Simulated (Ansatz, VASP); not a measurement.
**Cross-check of Pt between VASP and Ansatz**

One calculation is typed for both programs; each brings its own data sets and cutoff. How far apart do they land?

Method: plane waves, with VASP 6.6.1 beside it; relaxation of cell and atoms at PBEsol, in Ansatz 0.2.0.

**1. The structure**

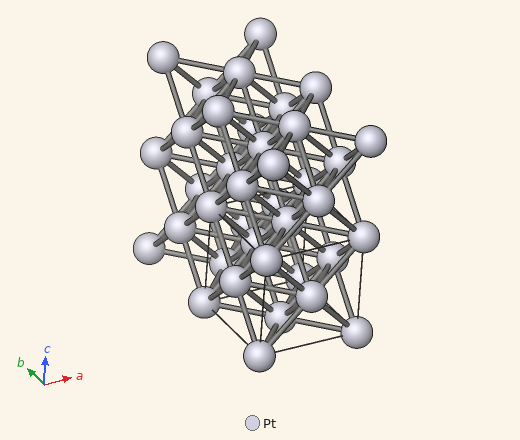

The cell as given, from a free direction (platinum light grey). 1×2×2 cells are drawn. This picture shows the conventional cell, with its axes. Some periodic images of atoms are drawn too.

Structure file:

```cif
data_structure
_symmetry_space_group_name_H-M 'P 1'
_symmetry_Int_Tables_number 1
_cell_length_a 2.7719
_cell_length_b 2.7719
_cell_length_c 2.7719
_cell_angle_alpha 60.000
_cell_angle_beta 60.000
_cell_angle_gamma 60.000
_cell_volume 15.06
loop_
_atom_site_label
_atom_site_type_symbol
_atom_site_fract_x
_atom_site_fract_y
_atom_site_fract_z
_atom_site_occupancy
Pt1 Pt 0.00000 0.00000 0.00000 1
```

**2. VASP: relaxation of cell and atoms, PBEsol**

The relaxed volume is the usual yardstick between codes: its relative difference is about their pressure difference at one cell divided by the bulk modulus.

Lines of VASP's logs that name or quote its potential files are left out, and so is its time.

INCAR

```
SYSTEM = Pt
PREC = Accurate
ENCUT = 450
EDIFF = 1E-07
NELM = 120
ISMEAR = 1
SIGMA = 0.15
LREAL = .FALSE.
ALGO = Normal
GGA = PS
NBANDS = 11
LASPH = .TRUE.
LORBIT = 11
LWAVE = .FALSE.
LCHARG = .FALSE.
KPAR = 8
IBRION = 2
NSW = 40
ISIF = 3
EDIFFG = -0.005
POTIM = 0.4
```

POSCAR

```
Pt
1.0
    0.0000000000      1.9600000000      1.9600000000
    1.9600000000      0.0000000000      1.9600000000
    1.9600000000      1.9600000000      0.0000000000
Pt
1
Direct
    0.0000000000      0.0000000000      0.0000000000
```

KPOINTS

```
Automatic mesh
0
Gamma
19 19 19
0 0 0
```

Potentials, in the order of the species: Pt (PBE family, release 64).

Command:

```bash
$ mpirun -np 8 vasp_std
```

Numbers of over 12 decimals in the logs are rounded to 6 here.

What it wrote:

```text
[banner, memory and clock lines left out]
running    8 mpi-ranks, on    1 nodes
 distrk:  each k-point on    1 cores,    8 groups
 distr:  one band on    1 cores,    1 groups

 POSCAR found type information on POSCAR Pt
 POSCAR found :  1 types and       1 ions
|                                                                             |
|           W    W    AA    RRRRR   N    N  II  N    N   GGGG   !!!           |
|           W    W   A  A   R    R  NN   N  II  NN   N  G    G  !!!           |
|           W    W  A    A  R    R  N N  N  II  N N  N  G       !!!           |
|           W WW W  AAAAAA  RRRRR   N  N N  II  N  N N  G  GGG   !            |
|           WW  WW  A    A  R   R   N   NN  II  N   NN  G    G                |
|           W    W  A    A  R    R  N    N  II  N    N   GGGG   !!!           |
|                                                                             |
|     For optimal performance we recommend to set                             |
|       NCORE = 2 up to number-of-cores-per-socket                            |
|     NCORE specifies how many cores store one orbital (NPAR=cpu/NCORE).      |
|     This setting can greatly improve the performance of VASP for DFT.       |
|     The default, NCORE=1 might be grossly inefficient on modern             |
|     multi-core architectures or massively parallel machines. Do your        |
|     Unfortunately you need to use the default for GW and RPA                |
|     calculations (for HF NCORE is supported but not extensively tested      |
|     yet).                                                                   |
|                                                                             |

|                                                                             |
|               ----> ADVICE to this user running VASP <----                  |
|                                                                             |
|     You enforced a specific xc type in the INCAR file but a different       |
|     [... a line on the potential file left out ...]
|     I HOPE YOU KNOW WHAT YOU ARE DOING!                                     |
|                                                                             |

 LDA part: xc-table for (Slater+PW92), standard interpolation
 POSCAR, INCAR and KPOINTS ok, starting setup
 FFT: planning ... GRIDC
 FFT: planning ... GRID_SOFT
 FFT: planning ... GRID
 WAVECAR not read
 entering main loop
       N       E                     dE             d eps       ncg     rms          rms(c)
DAV:   1     0.335809658285E+02    0.33581E+02   -0.48826E+03  5080   0.741E+02
DAV:   2    -0.692111281429E+01   -0.40502E+02   -0.38804E+02  5551   0.164E+02
DAV:   3    -0.741768202296E+01   -0.49657E+00   -0.49442E+00  5617   0.172E+01
DAV:   4    -0.741960967633E+01   -0.19277E-02   -0.19275E-02  5603   0.128E+00
DAV:   5    -0.741962478582E+01   -0.15109E-04   -0.15109E-04  5720   0.103E-01    0.134E+01
DAV:   6    -0.701393444857E+01    0.40569E+00   -0.93085E-01  5215   0.762E+00    0.680E+00
DAV:   7    -0.696875123536E+01    0.45183E-01   -0.16449E-01  5611   0.308E+00    0.256E+00
DAV:   8    -0.696472961073E+01    0.40216E-02   -0.68463E-03  5269   0.751E-01    0.682E-01
DAV:   9    -0.696442024506E+01    0.30937E-03   -0.24380E-04  5395   0.142E-01    0.334E-02
DAV:  10    -0.696442453419E+01   -0.42891E-05   -0.43703E-06  6233   0.148E-02    0.621E-03
DAV:  11    -0.696442478708E+01   -0.25288E-06   -0.52464E-08  4646   0.206E-03    0.131E-03
DAV:  12    -0.696442481933E+01   -0.32257E-07   -0.28307E-09  2870   0.386E-04
   1 F= -.69644248E+01 E0= -.69636822E+01  d E =-.696442E+01
 curvature:   0.00 expect dE= 0.000E+00 dE for cont linesearch  0.000E+00
 trial: gam= 0.00000 g(F)=  0.258E-63 g(S)=  0.708E-03 ort = 0.000E+00 (trialstep = 0.100E+01)
 search vector abs. value=  0.708E-03
 bond charge predicted
       N       E                     dE             d eps       ncg     rms          rms(c)
DAV:   1    -0.697096754573E+01   -0.65428E-02   -0.14440E-01  5032   0.356E+00    0.597E-01
DAV:   2    -0.696439963659E+01    0.65679E-02   -0.17344E-02  5032   0.101E+00    0.229E-01
DAV:   3    -0.696400112622E+01    0.39851E-03   -0.18326E-03  5539   0.310E-01    0.118E-01
DAV:   4    -0.696402870478E+01   -0.27579E-04   -0.76832E-05  5428   0.567E-02    0.722E-03
DAV:   5    -0.696402826482E+01    0.43996E-06   -0.10301E-06  5551   0.926E-03    0.196E-03
DAV:   6    -0.696402866399E+01   -0.39916E-06   -0.64061E-08  5598   0.152E-03    0.292E-04
DAV:   7    -0.696402865153E+01    0.12461E-07   -0.16081E-09  2666   0.288E-04
   2 F= -.69640287E+01 E0= -.69633134E+01  d E =0.396168E-03
 trial-energy change:    0.000396  1 .order    0.000410   -0.000708    0.001527
 step:   0.3246(harm=  0.3166)  dis= 0.00000  next Energy=    -6.964540 (dE=-0.115E-03)
 bond charge predicted
       N       E                     dE             d eps       ncg     rms          rms(c)
DAV:   1    -0.696772069934E+01   -0.36920E-02   -0.65938E-02  5041   0.241E+00    0.393E-01
DAV:   2    -0.696471878418E+01    0.30019E-02   -0.80960E-03  5008   0.685E-01    0.161E-01
DAV:   3    -0.696453603053E+01    0.18275E-03   -0.81414E-04  5553   0.206E-01    0.850E-02
DAV:   4    -0.696454135298E+01   -0.53225E-05   -0.31206E-05  5406   0.362E-02    0.288E-03
DAV:   5    -0.696454136844E+01   -0.15460E-07   -0.40547E-07  5766   0.503E-03
   3 F= -.69645414E+01 E0= -.69638075E+01  d E =-.116549E-03
 curvature:  -0.16 expect dE=-0.118E-06 dE for cont linesearch -0.118E-06
 trial: gam= 0.00000 g(F)=  0.563E-63 g(S)=  0.747E-06 ort =-0.230E-04 (trialstep = 0.865E+00)
 search vector abs. value=  0.747E-06
 reached required accuracy - stopping structural energy minimisation
```

From OUTCAR (step 2):

```text
ion  position               nearest neighbor table
   1  0.000  0.000  0.000-

  LATTYP: Found a face centered cubic cell.
 ALAT       =     3.9200000000

 Subroutine GETGRP returns: Found 48 space group operations
 (whereof 48 operations were pure point group operations)

The static configuration has the point symmetry O_h .

 Found    220 irreducible k-points:

   k-points           NKPTS =    220   k-points in BZ     NKDIM =    220   number of bands    NBANDS=     11

   dimension x,y,z NGX =    20 NGY =   20 NGZ =   20
   dimension x,y,z NGXF=    40 NGYF=   40 NGZF=   40

   ENCUT  =  450.0 eV  33.07 Ry    5.75 a.u.   4.79  4.79  4.79*2*pi/ulx,y,z

   NELECT =      10.0000    total number of electrons

 k-points in reciprocal lattice and weights: Automatic mesh
   0.00000000  0.00000000  0.00000000       0.000
   0.05263158  0.00000000  0.00000000       0.001
   0.10526316  0.00000000  0.00000000       0.001
   0.15789474  0.00000000  0.00000000       0.001
   0.21052632  0.00000000  0.00000000       0.001
   0.26315789  0.00000000  0.00000000       0.001
   0.31578947  0.00000000  0.00000000       0.001
   0.36842105  0.00000000  0.00000000       0.001
   0.42105263  0.00000000  0.00000000       0.001
[...]
-0.31578947  0.47368421  0.21052632       0.003
  -0.26315789  0.47368421  0.21052632       0.003

 average (electrostatic) potential at core
       1 -62.7573

 E-fermi :  11.1633

 k-point     1 :       0.0000    0.0000    0.0000
  band No.  band energies     occupation
    ...
      2       7.3464      2.00000
      3       7.3464      2.00000
      4       7.3464      2.00000
      5       9.5429      2.00000
      6       9.5429      2.00000
      7      25.7916      0.00000
      8      30.7769      0.00000
      9      30.7769      0.00000
     10      30.7769      0.00000
     11      36.0923      0.00000

 k-point     2 :       0.0526    0.0000    0.0000
  band No.  band energies     occupation
    ...
      2       7.2950      2.00000
      3       7.3916      2.00000
      4       7.3916      2.00000
      5       9.5169      2.00000
      6       9.5169      2.00000
      7      25.9687      0.00000
      8      30.1640      0.00000
      9      30.9504      0.00000
     10      30.9504      0.00000
     11      36.7732      0.00000

 k-point     3 :       0.1053    0.0000    0.0000
  band No.  band energies     occupation
    ...
      2       7.1605      2.00000
      3       7.5123      2.00000
      4       7.5123      2.00000
      5       9.4585      2.00000
      6       9.4585      2.00000
      7      26.4567      0.00000
      8      28.8551      0.00000
      9      31.4565      0.00000
     10      31.4565      0.00000
     11      37.7182      0.00000

  Total        0.0025394      0.0025394      0.0025394     -0.0000000     -0.0000000     -0.0000000
  in kB        0.2709681      0.2709681      0.2709681     -0.0000000     -0.0000000     -0.0000000
  external PRESSURE =       0.2709681 kB  Pullay stress =       0.0000000 kB

  energy-cutoff  :      450.00
  volume of cell :       15.01
      direct lattice vectors                 reciprocal lattice vectors
     0.000000000  1.958080332  1.958080332    -0.255352138  0.255352138  0.255352138
     1.958080332  0.000000000  1.958080332     0.255352138 -0.255352138  0.255352138
     1.958080332  1.958080332  0.000000000     0.255352138  0.255352138 -0.255352138

 POSITION                                       TOTAL-FORCE (eV/Angst)
 -----------------------------------------------------------------------------------
      0.00000      0.00000      0.00000        -0.000000      0.000000      0.000000
 -----------------------------------------------------------------------------------
    total drift:                               -0.000000     -0.000000      0.000000

  FREE ENERGIE OF THE ION-ELECTRON SYSTEM (eV)
  ---------------------------------------------------
  free  energy   TOTEN  =        -6.9645413684 eV

  energy  without entropy=       -6.9623398893  energy(sigma->0) =       -6.96380754

 reached required accuracy - stopping structural energy minimisation

 total charge
# of ion       s       p       d       tot
------------------------------------------
    1        0.636   0.621   8.036   9.294

[... 3 further parts left out ...]
```

**3. Ansatz: relaxation of cell and atoms, PBEsol**

Ansatz runs on its default PAW (the set named soft_2) files.

The same cell, functional, mesh and smearing now go to Ansatz, which takes its cutoff from its data sets.

input.yaml

```yaml
crystal:
  lattice:
    - [0.0, 1.96, 1.96]
    - [1.96, 0.0, 1.96]
    - [1.96, 1.96, 0.0]
  atoms:
    - { symbol: Pt, position: [0.0, 0.0, 0.0] }
hamiltonian:
  xc: pbesol
  pseudopotentials: { kind: paw }
kpoints:
  mp_grid: { grid: [19, 19, 19] }
scf:
  occupations: { method: methfessel_paxton, width: 0.15 }
relax:
  f_tol: 0.01
  max_steps: 60
  cell: { stress_tol: 0.05 }
output:
  forces: true
  stress: true
  write_density: true
  write_potential: true
  elf: true
  volumetric_format: npy
```

Command:

```bash
$ ansatz run input.yaml --threads 4 --pin off --max-ram 9216MiB --backend cpu --events-out ev --progress --plain --runs-dir out
```

What it wrote:

```text
Engine: ansatz 0.2.0, aarch64-unknown-linux-gnu
Pseudopotentials: kind: paw
Pseudopotential: Pt, paw, valence charge 18, recommended cutoff 420 eV (normal), Pt.paw.azcp
Functional definition: PBEsol
  exchange = pbesol_x
  correlation = pbesol_c
Crystal: 1 atoms, lattice volume = 15.059 Å³
Basis set: ecut = 420 eV, 283 PW (Γ), exchange–correlation on 40×40×40 points (8 copies of the dense FFT grid, shifted against one another)
Bands: 13, of which v1, the nominal top of the filled ones, is band 9 counted from 1 (8 counted from 0)
Symmetry: 48 space group operations
Space group: Fm-3m (ITA 225), of the structure as read, at distance tolerance 2.5e-5 Å
k-points: 220 of 6859
Non-local potential: Pt, projectors of the file, l = 0: 3, l = 1: 2, l = 2: 2, l = 3: 1
PAW form: soft (Blöchl's): semilocal exchange-correlation on the pseudo side does not see the compensation charge
PAW frozen core: Pt, regenerated for the run's functional, and the local potential with it (the file was generated under x = pbe(κ = 0.804, μ = 0.219515), c = pbe(β = 0.066725))
PAW one-centre angular grid: Pt, 590 points (default); XC on 64 Gauss nodes
Initial density: superposition of atomic densities (neutral atoms: chi_scale 0, normalization atom), corrected by the library's trained network
Initial wavefunctions: pseudopotential atomic-orbital guess
Functional: x = pbesol(κ = 0.804, μ = 0.123457), c = pbesol(β = 0.046)
SCF iter   1: F=—  HF=-12383.822416 eV  |F-HF|=—  |Δ(HF+E_count)|=         —  Δρ=7.11e-3  dr2=5.62e-3  ethr=1.77e-3  ⟨swp⟩=5.0  Hψ=15490  notcnv=0
preconditioner: auto → none  [metal: Δε(μ)=0.006 eV  Ē_g=14.170 eV  σ=0.150 eV  W_gap=0.03  n_scr=8 (ndim 8)  ℏωp=30.3 eV  f_vac=0.000  D(μ)=2.11/eV (n_scr^D=26)  sad-step TF]
SCF iter   2: F=—  HF=-12383.820802 eV  |F-HF|=—  |Δ(HF+E_count)|=   1.61e-3  S|Δr|=    0.00e0  Δρ=3.33e-3  dr2=1.13e-3  ethr=3.12e-5  ⟨swp⟩=1.3  Hψ=4812  notcnv=0
SCF iter   3: F=—  HF=-12383.820538 eV  |F-HF|=—  |Δ(HF+E_count)|=   2.65e-4  S|Δr|=    0.00e0  Δρ=3.88e-4  dr2=9.59e-6  ethr=6.26e-6  ⟨swp⟩=2.0  Hψ=3888  notcnv=0
SCF iter   4: F=—  HF=-12383.820544 eV  |F-HF|=—  |Δ(HF+E_count)|=   6.06e-6  S|Δr|=    0.00e0  Δρ=7.32e-5  dr2=2.21e-7  ethr=5.33e-8  ⟨swp⟩=2.6  Hψ=4739  notcnv=0
SCF iter   5: F=-12383.820544 eV  HF=-12383.820544 eV  |F-HF|=3.67e-9  |Δ(HF+E_count)|=   1.16e-7  S|Δr|=    0.00e0  Δρ=7.43e-6  dr2=6.26e-9  ethr=5.56e-10  ⟨swp⟩=6.9  Hψ=14161  notcnv=0
SCF 1 converged in 5 iterations: F = -12383.820544 eV  dr2 = 6.26e-9
  greatest PAW one-centre occupation: 1.000 electrons in one spin orbital (limit 2), on the Pt atom at site 0 (counted from 0), in its partial waves of l = 0
relax step   1: F+E_penalty+E_count = -12383.82054393 eV  Δ(F+E_penalty+E_count) = +0.000e0 eV  max|allowed force component| = 0.000e0 eV/Å  Δτ_max = 0.0000 Å  P = -0.523 GPa  Ω = 15.059 Å³  (5 SCF iters, dr2 threshold 1.00e-7 eV, accepted)
[...]
relax step   2: F+E_penalty+E_count = -12383.82047363 eV  Δ(F+E_penalty+E_count) = +7.031e-5 eV  max|allowed force component| = 0.000e0 eV/Å  Δτ_max = 0.0000 Å  P = +0.953 GPa  Ω = 14.982 Å³  energy of the carried Pulay correction = +3.065e-5 eV  (4 SCF iters, dr2 threshold 1.00e-7 eV, rejected (line search))
[...]
relax step   3: F+E_penalty+E_count = -12383.82059985 eV  Δ(F+E_penalty+E_count) = -5.592e-5 eV  max|allowed force component| = 0.000e0 eV/Å  Δτ_max = 0.0000 Å  P = -0.004 GPa  Ω = 15.032 Å³  energy of the carried Pulay correction = +1.088e-5 eV  (5 SCF iters, accepted)
[...]
relax step   4: F+E_penalty+E_count = -12383.82059021 eV  Δ(F+E_penalty+E_count) = +9.648e-6 eV  max|allowed force component| = 0.000e0 eV/Å  Δτ_max = 0.0000 Å  P = -0.004 GPa  Ω = 15.032 Å³  stress off target by 3.53e-3 GPa  SCF on the basis re-selected at this cell (its energy is not comparable with the rows above)  (4 SCF iters)
basis re-selected at this cell: Δ(F+E_penalty+E_count) = +9.648e-6 eV, ΔP = +0.000 GPa vs the last step (what re-selecting the basis moved, of the pressure what is left beyond the Pulay correction that the steps carried, after the strain that the cell walked since its last selection, with what the two solves' SCF thresholds leave and, on support functions, any second-order correction that the steps lacked; it is no measure of the basis error at this ecutwfc). This SCF's stress stands 3.53e-3 GPa from its target on what of the cell is left free (relax.cell.stress_tol is 5.00e-2 GPa) and its largest allowed force component is 0.00e0 eV/Å (relax.f_tol is 1.00e-2 eV/Å): [rest of the remark cut]
SCF converged after 4 iterations
Stability not checked: this state was not tested for a lower state beside it, because cold or Methfessel-Paxton smearing, or corrected tetrahedra, fill the levels in a way that the test cannot read (fill_not_monotonic; see scf.lower_state_search)
Free energy (F): -12383.820590 eV
Harris-Foulkes:  -12383.820590 eV  (|F-HF|=1.82e-12)
Internal energy: -12383.818403 eV  (E = F + TS)
E sigma→0 (E₀):  -12383.820043 eV
Entropy (-TS):   -0.002187 eV (-2.187 meV/atom)
Fermi energy:    23.312612 eV
--- Per-component energies (eV) ---
  E_band       = -130.331274
  E_kinetic    = 638.064264
  E_local      = -1458.731717  (includes V_loc(G=0)·N_el)
  E_nonlocal   = 202.908051
  E_hartree    = 540.496484
  E_xc         = -260.494668
  E_vxc        = -302.616776  (∫ρ·V_xc dr)
  E_paw        = -9316.303426  (= ΣΔE_a)
  E_vpaw       = -290.948255  (= ΣTr[D̂ρ^β])
  E_aug_tail   = 0.000199  (compensation charges beyond the density's cutoff)
  E_ewald      = -2730.044571
  E_core_change = 0.286981  (= ΣΔE_core)
  E_smearing   = -0.002187  (= −TS)
  E_closure    = 0.000000  (closes the sum)
  Σ components = -12383.820590   (vs F -12383.820590, Δ=0.00e0)
--- Forces (eV/Å), atoms counted from 1 ---
  atom   1  Pt    -0.00000000     0.00000000     0.00000000
  max |Σ_I F_I| component: 2.88e-32 eV/Å
--- Stress (GPa, compression-positive) ---
       -0.003527      -0.000000      -0.000000
       -0.000000      -0.003527      -0.000000
       -0.000000      -0.000000      -0.003527
  P = ⅓ Tr σ = -0.0035 GPa (-0.035 kbar)
--- Band table (eV; the first three rows and the last of 220) ---
  k-point 0: bands = [... 5 lower, 19.4897, 19.4897, 19.4897, 21.6868, 21.6868, 37.8816, 42.8357, 42.8357]
  k-point 1: bands = [... 5 lower, 19.4385, 19.5351, 19.5351, 21.6608, 21.6608, 38.0568, 42.2287, 43.0068]
  k-point 2: bands = [... 5 lower, 19.3046, 19.6561, 19.6561, 21.6027, 21.6027, 38.5400, 40.9325, 43.5063]
  k-point 219: bands = [... 5 lower, 18.4840, 18.9296, 21.3302, 23.7746, 30.1063, 31.3326, 32.0910, 35.5436]
--- Relaxed structure (3 steps of the walk, 2 accepted, 1 SCFs on fresh bases) ---
  F+E_penalty+E_count = -12383.82059021 eV   max|allowed force component| = 0.000e0 eV/Å   (the final SCF, on the basis selected at the relaxed cell)
  cell:  # Å, volume = 15.0318 Å³
    - [0, 1.958815, 1.958815]
    - [1.958815, 0, 1.958815]
    - [1.958815, 1.958815, 0]
  atoms:
    - { symbol: Pt, position: [0.0, 0.0, 0.0] }
```

Elapsed: 2.9 s, on 4 threads of Arm Neoverse V1, shared host; peak memory 0.33 GiB.

**4. Differences**

Known differences besides the PAW data sets themselves: both relaxations stop at a tolerance, which leaves soft axes loose, and VASP keeps its plane-wave basis; the data sets hold 18 valence electrons in Ansatz (default PAW (the set named soft_2) files) and 10 in VASP; the cutoff is 420 eV in Ansatz and 450 eV in VASP; Ansatz makes its cores anew for this functional, VASP keeps those of its PBE data sets; Ansatz adds a Pulay correction to the stress that steers its cell, VASP none. Total energies have different zeros and are not compared.

The two programs side by side:

```csv
quantity,Ansatz,VASP,difference
volume (Å³),15.03,15.01,+0.11 %
"edge a after relaxation, in the typed setting (Å)",2.770,2.769,+0.04 %
```

The walks stopped with 0.00 GPa left in Ansatz and 0.03 GPa in VASP; each walk ends within a tolerance, so the volume difference is uncertain by about these residues over the bulk modulus, most in soft cells.

**5. Summary of results**

```yaml
difference_in_volume_relaxation_of_cell_and_atoms_pbesol: 0.11 %
```

The difference in volume is 0.11 % (relaxation of cell and atoms, PBEsol), within the 1.2 % picked in this series as the mark of a large difference, as far as the stopping tolerances let one tell. Differences of this kind measure data sets and numerical settings, not the functional's error against experiment.

[Lines on the potential files, build, host, timing and source positions are cut from VASP's logs without a mark.]

[Logs are printed without paths, hosts, clocks, repeated set-up lines and the standing remarks that a program may print on its own settings, such as how far it seeks lower states.]

[Hosts, paths, dates, database ids (printed as entryN), source tags and the programs' standing remarks are cut or masked in the printed files.]
